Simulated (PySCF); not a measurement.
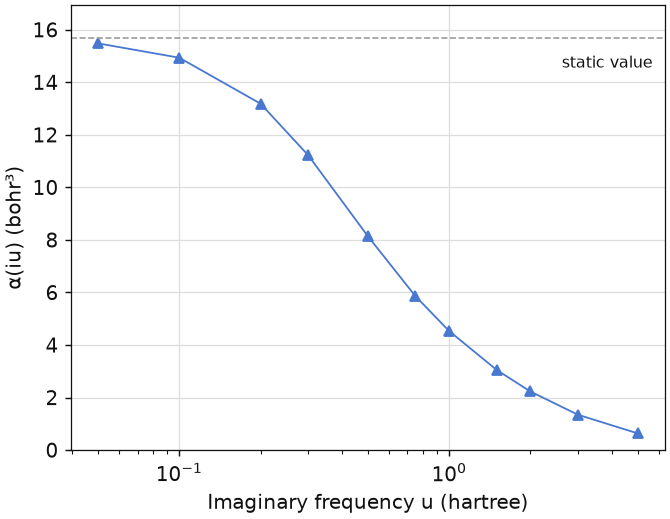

*Dipole polarisability at imaginary frequency of Pb²⁺ ([Xe] 4f¹⁴ 5d¹⁰ 6s 6p). Coupled response at the PBE0 level; PySCF, x2c-TZVPPall plus 1 diffuse shell for each l, spin-free X2C-1e, unrestricted single determinants, no spin-orbit coupling.*

The static dipole polarisability is 15.7 bohr³; α(iu) falls to half of it near u = 0.53 hartree. The Casimir–Polder integral gives C₆ = 107 hartree bohr⁶ for two such species.

# Atomic calculation, with input and output: Pb²⁺

Pb²⁺, configuration 1s2 2s2 2p6 3s2 3p6 3d10 4s2 4p6 4d10 4f14 5s2 5p6 5d10 6s1 6p1, multiplicity 3. Computed at this level: unrestricted PBE0, x2c-TZVPPall plus 1 even-tempered diffuse shell per l, spin-free X2C-1e, Gaussian nucleus (PySCF).

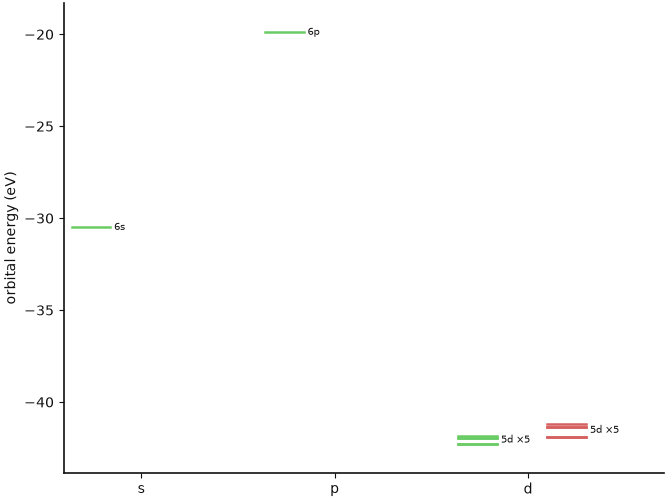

*Orbital energies of the mean field, from the top down to −42.3 eV, by angular momentum, α spin at the left of each column and β at the right; ×n counts the orbitals under one label. Empty levels that the record names by l alone aren't drawn.*

The highest filled orbital is 6p α at −19.9 eV, the lowest empty one s β at −26.0 eV.

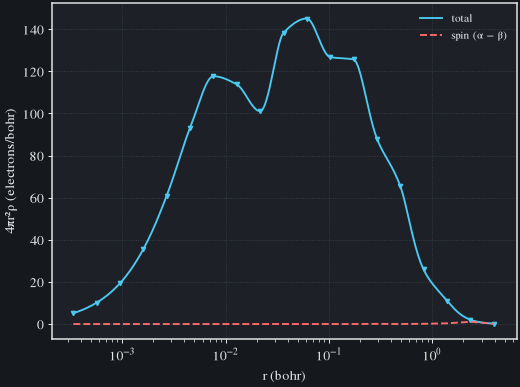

*Spherically averaged radial density 4πr²ρ of the mean field and its spin part; markers are the stored points, which are sparse, and the line is a monotone interpolation between them.*

The largest stored value is 145 electrons/bohr at r = 0.061 bohr. Root-mean-square radii of the shells: 4f 0.496, 5s 0.908, 5p 1.04, 5d 1.38, 6s 2.30, 6p 2.88 bohr.

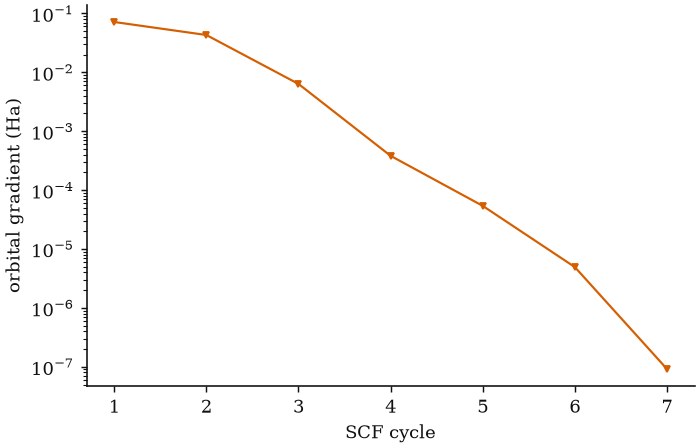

*Convergence: orbital gradient against the SCF cycle.*

The residual falls at every step. It goes from 0.071 to 9.2×10⁻⁸ in 7 steps.

Input and output of the run follow.

### Input file
```python
from pyscf import gto, scf, dft, mp, cc
import basis_set_exchange as bse
mol = gto.M(atom="Pb 0 0 0", charge=2, spin=2, symmetry="D2h",
            basis=gto.basis.parse(bse.get_basis("x2c-TZVPPall", elements=["Pb"], fmt="nwchem", augment_diffuse=1)),
            nucmod="G")
mf = dft.UKS(mol, xc="PBE0").sfx2c1e()
mf.irrep_nelec = {'Ag': (12, 11), 'B1g': (3, 3), 'B2g': (3, 3), 'B3g': (3, 3), 'Au': (1, 1), 'B1u': (6, 6), 'B2u': (7, 6), 'B3u': (6, 6)}
mf.kernel()
```

The script is an equivalent of what the driver set up; the driver started from orbitals of its own, so the log can be shorter than this script's would be, and it computed the properties (radii, ⟨L²⟩, response) afterwards. It held the occupations shell by shell, which the script's counts by irreducible representation don't always enforce.

### The program's output (extracts)
```
damping factor = 0
level_shift factor = 0
DIIS = <class 'pyscf.scf.diis.CDIIS'>
diis_start_cycle = 1
diis_space = 10
diis_damp = 0
SCF conv_tol = 1e-09
SCF conv_tol_grad = None
number electrons alpha = 41  beta = 39
XC functionals = PBE0
    C. Adamo and V. Barone.,  J. Chem. Phys. 110, 6158 (1999)
    M. Ernzerhof and G. E. Scuseria.,  J. Chem. Phys. 110, 5029 (1999)
cycle= 1 E= -20884.576940534  delta_E= -0.0171  |g|= 0.0715  |ddm|= 0.387
cycle= 2 E= -20884.5771166819  delta_E= -0.000176  |g|= 0.043  |ddm|= 0.0842
cycle= 3 E= -20884.5772960513  delta_E= -0.000179  |g|= 0.00635  |ddm|= 0.0292
cycle= 4 E= -20884.5773025051  delta_E= -6.45e-06  |g|= 0.000382  |ddm|= 0.00635
cycle= 5 E= -20884.5773026281  delta_E= -1.23e-07  |g|= 5.4e-05  |ddm|= 0.000955
cycle= 6 E= -20884.5773026306  delta_E= -2.49e-09  |g|= 4.93e-06  |ddm|= 0.00015
cycle= 7 E= -20884.5773026306  delta_E= -3.64e-12  |g|= 9.18e-08  |ddm|= 1.32e-05
converged SCF energy = -20884.5773026306  <S^2> = 2.0014214  2S+1 = 3.0009474
```

### Summary

| quantity | value |
| --- | --- |
| outcome | converged |
| total energy | −20884.5773 hartree |
| ⟨S²⟩ | 2.001 |
| ⟨L²⟩ | 2.01 |
| static polarisability | 15.7 bohr³ |
| C₆ of the like pair | 107 hartree bohr⁶ |
| SCF iterations | 7 |
| hardware | 1 CPU thread, shared host |
| CPU time | 81 s (integrals apart) |

### Notes

Radii and densities are those of the two-component orbitals, without the picture-change correction, so the innermost s shells come out slightly too small (about 1 % for 1s near Z = 40, more for heavier atoms). This is not the ground configuration of the species.
